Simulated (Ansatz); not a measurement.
**Run report: CH$_{9}$NOSSi$_{2}$, geometry relaxation (part 2 of 2)**

The same run, continued: CH$_{9}$NOSSi$_{2}$, SMILES NC([SiH3])(S)O[SiH3]; RKS PBE0-D4/def2-SVP (Ansatz 0.2.0). It belongs to a series of runs on one base structure; here: end point A relaxed.

Geometry of the input (Å):
```
N  -0.9323  -0.5817  1.3330
C  -0.4736  -0.4282  -0.0441
Si 1.2312  -1.2878  -0.2146
S  -1.5162  -1.5210  -1.0364
O  -0.6584  0.8868  -0.5691
Si 0.1622  2.2288  0.0345
H  -1.8916  -0.1337  1.3004
H  -1.1023  -1.5109  1.4989
H  1.7117  -1.2981  -1.5819
H  1.2127  -2.6892  0.3326
H  2.2877  -0.5613  0.6091
H  -1.2004  -1.0388  -2.2099
H  -0.2264  2.4855  1.4409
H  1.5943  2.0107  -0.1072
H  -0.2204  3.3882  -0.7568
```

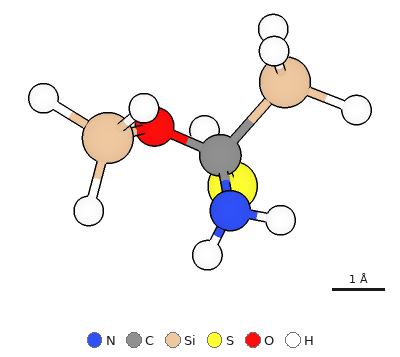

Figure 1. The geometry at step 11 of the log (ball-and-stick view, seen at a tilt).

### Trajectory as extended XYZ, continued
```
15
Properties=species:S:1:pos:R:3:forces:R:3 step=5 energy=-31284.22621
N    -0.9521   -0.4749    1.2739   -0.0697  -0.2409   0.1318
C    -0.5049   -0.4672   -0.0817    0.0303  -0.1085  -0.0408
Si    1.2379   -1.2746   -0.2142   -0.0024  -0.0263  -0.0548
S    -1.6535   -1.5067   -1.1367    0.0390   0.0456  -0.0418
O    -0.5437    0.8267   -0.5967    0.0224   0.0704   0.0378
Si    0.1767    2.1872    0.0897   -0.0039  -0.0073  -0.0128
H    -1.9237   -0.1609    1.3257    0.0120  -0.0028   0.0267
H    -0.9001   -1.4079    1.6949    0.0400   0.3045  -0.0987
H     1.6376   -1.2968   -1.6506   -0.0083  -0.0191   0.0043
H     1.1578   -2.6579    0.3390    0.0067  -0.0111   0.0084
H     2.2501   -0.4967    0.5650   -0.0021  -0.0114   0.0042
H    -1.1569   -1.1164   -2.3322   -0.0215  -0.0003   0.0342
H    -0.2802    2.4534    1.4839   -0.0188  -0.0079  -0.0314
H     1.6646    2.0370    0.0729   -0.0363   0.0303   0.0318
H    -0.2314    3.3051   -0.8036    0.0126  -0.0152   0.0011
15
Properties=species:S:1:pos:R:3:forces:R:3 step=6 energy=-31284.23998
N    -0.9398   -0.4627    1.2707    0.0532  -0.1186   0.0728
C    -0.4894   -0.4705   -0.0815   -0.0480  -0.1323  -0.0679
Si    1.2380   -1.3036   -0.2314   -0.0071  -0.0275   0.0262
S    -1.6526   -1.4933   -1.1461   -0.0008   0.0062   0.0427
O    -0.5053    0.8178   -0.6070    0.0341   0.1587  -0.0220
Si    0.1612    2.1957    0.0976    0.0238  -0.0281   0.0217
H    -1.9141   -0.1644    1.3344   -0.0134  -0.0090  -0.0120
H    -0.8446   -1.3694    1.7283    0.0094   0.1391  -0.0540
H     1.6195   -1.3489   -1.6718   -0.0043   0.0037   0.0152
H     1.1544   -2.6792    0.3410   -0.0072  -0.0198  -0.0026
H     2.2596   -0.5307    0.5408    0.0230   0.0036  -0.0281
H    -1.1752   -1.0830   -2.3413    0.0111   0.0228   0.0242
H    -0.3654    2.4674    1.4665   -0.0269   0.0044  -0.0480
H     1.6522    2.0795    0.1596   -0.0555   0.0079   0.0210
H    -0.2204    3.2946   -0.8305    0.0086  -0.0111   0.0106
15
Properties=species:S:1:pos:R:3:forces:R:3 step=7 energy=-31284.25452
N    -0.9139   -0.4483    1.2642    0.0483  -0.0144   0.1350
C    -0.4728   -0.4749   -0.0869   -0.0246  -0.0902  -0.0527
Si    1.2379   -1.3381   -0.2439    0.0354   0.0201  -0.0662
S    -1.6593   -1.4809   -1.1419    0.0319   0.0409   0.0388
O    -0.4608    0.8107   -0.6240    0.0388   0.1073  -0.0446
Si    0.1435    2.2016    0.1115   -0.0243  -0.0058   0.0738
H    -1.8928   -0.1697    1.3392   -0.0124  -0.0174  -0.0077
H    -0.7762   -1.3283    1.7563   -0.0154   0.0554  -0.0328
H     1.5957   -1.3997   -1.6889   -0.0119  -0.0248  -0.0060
H     1.1391   -2.7086    0.3411    0.0092   0.0114   0.0129
H     2.2947   -0.5626    0.4800   -0.0223  -0.0288   0.0178
H    -1.1977   -1.0399   -2.3319   -0.0066  -0.0012   0.0027
H    -0.5056    2.5025    1.4268    0.0506  -0.0319  -0.1162
H     1.6309    2.1054    0.2903   -0.1436   0.0027   0.0254
H    -0.1846    3.2801   -0.8625    0.0470  -0.0234   0.0197
15
Properties=species:S:1:pos:R:3:forces:R:3 step=8 energy=-31284.27060
N    -0.8696   -0.4272    1.2625    0.0363   0.0397   0.0711
C    -0.4519   -0.4749   -0.0961    0.0216  -0.0467  -0.0640
Si    1.2421   -1.3647   -0.2819    0.0313  -0.0079   0.0642
S    -1.6680   -1.4647   -1.1267   -0.0124   0.0177   0.0340
O    -0.4180    0.8060   -0.6501    0.0183   0.1260  -0.0091
Si    0.1069    2.2092    0.1254    0.1107  -0.0154   0.1939
H    -1.8523   -0.1667    1.3531    0.0058  -0.0252  -0.0032
H    -0.6963   -1.2841    1.7815   -0.0138   0.0268  -0.0408
H     1.5689   -1.4719   -1.7320   -0.0057   0.0097   0.0219
H     1.1365   -2.7178    0.3445   -0.0071   0.0028  -0.0252
H     2.3176   -0.6012    0.4293   -0.0150  -0.0040  -0.0538
H    -1.2368   -1.0083   -2.3223   -0.0056  -0.0063   0.0107
H    -0.6720    2.5345    1.3730    0.0958  -0.0391  -0.2765
H     1.5731    2.1110    0.4782   -0.2967   0.0188  -0.0539
H    -0.1020    3.2699   -0.9091    0.0365  -0.0969   0.1307
15
Properties=species:S:1:pos:R:3:forces:R:3 step=9 energy=-31284.28336
N    -0.8302   -0.4052    1.2641    0.0272   0.1623  -0.0596
C    -0.4330   -0.4744   -0.1014   -0.0016  -0.0421  -0.0537
Si    1.2482   -1.3846   -0.3037    0.0203   0.0049  -0.0421
S    -1.6818   -1.4514   -1.1039   -0.0123  -0.0020   0.0511
O    -0.3846    0.8013   -0.6674    0.0582   0.0920  -0.0077
Si    0.0875    2.2012    0.1466    0.0340   0.1677   0.2544
H    -1.8139   -0.1567    1.3661   -0.0372  -0.0061   0.0044
H    -0.6372   -1.2447    1.7970    0.0238  -0.1175   0.0531
H     1.5445   -1.5115   -1.7593   -0.0142   0.0065   0.0253
H     1.1365   -2.7345    0.3299    0.0150   0.0286   0.0045
H     2.3472   -0.6131    0.3607   -0.0259  -0.0293  -0.0086
H    -1.2771   -1.0046   -2.3131    0.0096   0.0004   0.0402
H    -0.8392    2.5790    1.2869    0.2852  -0.1310  -0.3359
H     1.5180    2.0946    0.6463   -0.4422   0.0180  -0.0967
H    -0.0067    3.2538   -0.9194    0.0603  -0.1526   0.1714
15
Properties=species:S:1:pos:R:3:forces:R:3 step=10 energy=-31284.29961
N    -0.8000   -0.3837    1.2599    0.0260  -0.0770   0.2068
C    -0.4233   -0.4701   -0.1093   -0.0261  -0.0635  -0.0547
Si    1.2501   -1.3902   -0.3303    0.0242   0.0334  -0.0189
S    -1.6989   -1.4508   -1.0747    0.0480   0.0543   0.0215
O    -0.3679    0.8008   -0.6860    0.0391   0.0844  -0.0665
Si    0.0643    2.2014    0.1500    0.1426   0.0509   0.3731
H    -1.7848   -0.1386    1.3746    0.0244  -0.0365  -0.0044
H    -0.5943   -1.2222    1.8038   -0.0468   0.1635  -0.1125
H     1.5187   -1.5272   -1.7899   -0.0081  -0.0089   0.0240
H     1.1530   -2.7299    0.3254   -0.0064   0.0040  -0.0136
H     2.3623   -0.6193    0.3117   -0.0232  -0.0052  -0.0202
H    -1.3012   -1.0192   -2.2912   -0.0168  -0.0182   0.0092
H    -0.9328    2.5923    1.2197    0.2113  -0.0693  -0.3359
H     1.4324    2.0603    0.7940   -0.3833   0.0502  -0.2049
H     0.1005    3.2458   -0.9283   -0.0051  -0.1621   0.1970
15
Properties=species:S:1:pos:R:3:forces:R:3 step=11 energy=-31284.31925
N    -0.7517   -0.3210    1.2578   -0.1064   0.1251  -0.1762
C    -0.4082   -0.4541   -0.1239    0.3090  -0.3155  -0.0646
Si    1.2409   -1.4057   -0.3599   -0.0026  -0.0678   0.0013
S    -1.7279   -1.4123   -1.0305   -0.0485   0.0796  -0.0118
O    -0.2556    0.7892   -0.7464   -0.2365   0.2076   0.1685
Si    0.0420    2.1742    0.1786    0.0711   0.0521  -0.0291
H    -1.7378   -0.0898    1.3905    0.0218  -0.0413   0.0169
H    -0.5210   -1.1379    1.8176   -0.0010   0.0469  -0.0112
H     1.4757   -1.5598   -1.8210   -0.0040  -0.0109  -0.0258
H     1.1423   -2.7430    0.3002    0.0210  -0.0060   0.0155
H     2.3688   -0.6339    0.2459    0.0087   0.0052   0.0167
H    -1.3154   -1.0952   -2.2795   -0.0053   0.0091   0.0860
H    -1.0747    2.5403    1.0955   -0.0300  -0.0160  -0.0233
H     1.3145    2.0422    0.9442    0.0031   0.0170   0.0385
H     0.1863    3.2561   -0.8398   -0.0004  -0.0851  -0.0014
15
Properties=species:S:1:pos:R:3:forces:R:3 step=12 energy=-31284.00197 accepted=F
N    -0.7609   -0.2905    1.2167    1.1543  -0.8308   0.1686
C    -0.3146   -0.4949   -0.1540   -3.2909   2.7430   0.6291
Si    1.2692   -1.4861   -0.3810    0.5426   0.1678  -0.2125
S    -1.7405   -1.3720   -1.0266    0.5626  -0.1773   0.3167
O    -0.3468    0.8581   -0.7206    1.0804  -2.0433  -0.4025
Si    0.0180    2.2073    0.2044   -0.2539  -0.1498   0.1624
H    -1.7632   -0.1888    1.3917    0.1452  -0.0277  -0.5583
H    -0.3894   -0.9908    1.8503   -0.0450  -0.0061   0.2125
H     1.4556   -1.6467   -1.8489    0.0415  -0.0752   0.0151
H     1.1839   -2.8074    0.3154   -0.1077   0.1040  -0.0302
H     2.4064   -0.6948    0.1866    0.0244  -0.0827   0.0063
H    -1.3480   -1.0293   -2.2572    0.0361   0.0632  -0.4078
H    -1.1792    2.5981    0.9978    0.0397   0.1931   0.1328
H     1.2108    2.0472    1.0893    0.0154   0.0102  -0.0478
H     0.2769    3.2399   -0.8342    0.0553   0.1116   0.0155
15
Properties=species:S:1:pos:R:3:forces:R:3 step=13 energy=-31284.33383
N    -0.7416   -0.3108    1.2486    0.0206  -0.0870   0.0108
C    -0.3913   -0.4591   -0.1305   -0.1049   0.1357  -0.0539
Si    1.2498   -1.4182   -0.3775    0.0155  -0.0559   0.0156
S    -1.7382   -1.3958   -1.0199    0.0564   0.0116   0.0102
O    -0.2683    0.7994   -0.7425    0.0081  -0.0992   0.0792
Si    0.0293    2.1751    0.1941   -0.0086   0.0495  -0.0318
H    -1.7385   -0.1323    1.3841    0.0552  -0.0173  -0.0305
H    -0.4610   -1.0969    1.8309   -0.0280   0.0817  -0.0148
H     1.4674   -1.6004   -1.8393    0.0012   0.0136   0.0065
H     1.1536   -2.7434    0.3076   -0.0038  -0.0047  -0.0019
H     2.3857   -0.6495    0.2191    0.0006   0.0155  -0.0194
H    -1.3406   -1.0621   -2.2668   -0.0122   0.0065   0.0122
H    -1.1375    2.5760    1.0371    0.0537  -0.0210  -0.0115
H     1.2638    2.0381    1.0250   -0.0564   0.0033  -0.0039
H     0.2453    3.2292   -0.8406    0.0026  -0.0323   0.0331
15
Properties=species:S:1:pos:R:3:forces:R:3 step=14 energy=-31284.33539
N    -0.7374   -0.3067    1.2466    0.0070  -0.0477  -0.0060
C    -0.3870   -0.4601   -0.1313   -0.0678   0.0950  -0.0046
Si    1.2511   -1.4269   -0.3760    0.0156   0.0248  -0.0397
S    -1.7336   -1.3965   -1.0171    0.0117  -0.0072  -0.0043
O    -0.2628    0.7957   -0.7438    0.0305  -0.0525   0.0135
Si    0.0251    2.1746    0.1913   -0.0138  -0.0228   0.0289
H    -1.7352   -0.1383    1.3795    0.0057  -0.0009  -0.0112
H    -0.4487   -1.0814    1.8368    0.0002   0.0133   0.0244
H     1.4618   -1.6063   -1.8390   -0.0013  -0.0147  -0.0001
H     1.1582   -2.7507    0.3130    0.0041   0.0129   0.0020
H     2.3888   -0.6430    0.1979    0.0024  -0.0185   0.0163
H    -1.3542   -1.0422   -2.2637   -0.0033   0.0028   0.0108
H    -1.1474    2.5750    1.0226   -0.0005   0.0100  -0.0225
H     1.2342    2.0341    1.0536    0.0111   0.0062  -0.0135
H     0.2653    3.2220   -0.8411   -0.0016  -0.0006   0.0061
15
Properties=species:S:1:pos:R:3:forces:R:3 step=15 energy=-31284.33577
N    -0.7371   -0.3046    1.2410   -0.0773   0.0088   0.0773
C    -0.3829   -0.4614   -0.1323    0.0467   0.0153  -0.0574
Si    1.2532   -1.4313   -0.3792    0.0019  -0.0001   0.0057
S    -1.7256   -1.4057   -1.0196   -0.0061   0.0296   0.0195
O    -0.2494    0.7914   -0.7475   -0.0296  -0.0309  -0.0384
Si    0.0191    2.1710    0.1917   -0.0155  -0.0048  -0.0040
H    -1.7399   -0.1708    1.3745    0.0244   0.0101   0.0026
H    -0.4109   -1.0420    1.8577    0.0190  -0.0231  -0.0119
H     1.4724   -1.6108   -1.8405   -0.0017   0.0013   0.0003
H     1.1465   -2.7539    0.3079    0.0088  -0.0156   0.0012
H     2.3925   -0.6622    0.2124    0.0012  -0.0029  -0.0020
H    -1.3876   -0.9995   -2.2616    0.0174   0.0058   0.0002
H    -1.1648    2.5764    1.0034    0.0018   0.0002  -0.0086
H     1.2221    2.0370    1.0624    0.0097   0.0025   0.0121
H     0.2703    3.2158   -0.8409   -0.0008   0.0038   0.0034
15
Properties=species:S:1:pos:R:3:forces:R:3 step=16 energy=-31284.33648
N    -0.7340   -0.3043    1.2451   -0.0069  -0.0059   0.0272
C    -0.3826   -0.4597   -0.1312   -0.0021  -0.0069  -0.0117
Si    1.2522   -1.4324   -0.3806    0.0091  -0.0048  -0.0023
S    -1.7309   -1.3959   -1.0150    0.0059   0.0094  -0.0163
O    -0.2500    0.7918   -0.7477    0.0018  -0.0031   0.0092
Si    0.0173    2.1720    0.1920    0.0034   0.0027  -0.0048
H    -1.7344   -0.1565    1.3795   -0.0007   0.0020   0.0003
H    -0.4204   -1.0562    1.8517    0.0044   0.0093  -0.0109
H     1.4642   -1.6129   -1.8429   -0.0011   0.0013  -0.0012
H     1.1542   -2.7568    0.3059   -0.0054   0.0001   0.0008
H     2.3949   -0.6634    0.2039   -0.0007   0.0022   0.0000
H    -1.3711   -1.0114   -2.2586   -0.0050  -0.0055   0.0110
H    -1.1705    2.5785    0.9967   -0.0046  -0.0047   0.0004
H     1.2165    2.0390    1.0690    0.0012   0.0014   0.0019
H     0.2727    3.2176   -0.8384    0.0005   0.0024  -0.0036
15
Properties=species:S:1:pos:R:3:forces:R:3 step=17 energy=-31284.33656
N    -0.7325   -0.3038    1.2458   -0.0051  -0.0046   0.0039
C    -0.3813   -0.4597   -0.1310   -0.0036  -0.0004  -0.0026
Si    1.2525   -1.4341   -0.3811   -0.0051  -0.0020   0.0010
S    -1.7306   -1.3937   -1.0154    0.0009   0.0023  -0.0039
O    -0.2475    0.7916   -0.7476    0.0078   0.0025   0.0067
Si    0.0165    2.1726    0.1917   -0.0014  -0.0012  -0.0041
H    -1.7329   -0.1578    1.3813    0.0011   0.0006  -0.0002
H    -0.4159   -1.0538    1.8530    0.0038   0.0027  -0.0057
H     1.4634   -1.6133   -1.8439    0.0017   0.0001   0.0005
H     1.1495   -2.7586    0.3045    0.0024   0.0002  -0.0006
H     2.3956   -0.6665    0.2044    0.0006  -0.0016  -0.0004
H    -1.3704   -1.0099   -2.2587   -0.0014  -0.0014   0.0059
H    -1.1746    2.5761    0.9933   -0.0009  -0.0002   0.0003
H     1.2140    2.0423    1.0718   -0.0006   0.0017  -0.0001
H     0.2724    3.2179   -0.8389   -0.0003   0.0012  -0.0007
```

### Key numbers

```csv
quantity,value
outcome,converged
total energy,−31284.3366 eV
mean-field energy,−31283.9490 eV
largest force (length of the vector) at the end,0.011 eV/Å
hardware,"2 threads of Intel Xeon (Sapphire Rapids), 16 GiB of memory available, shared host"
wall time,77 s (CPU time 2.5 min)
peak memory,0.44 GiB
```
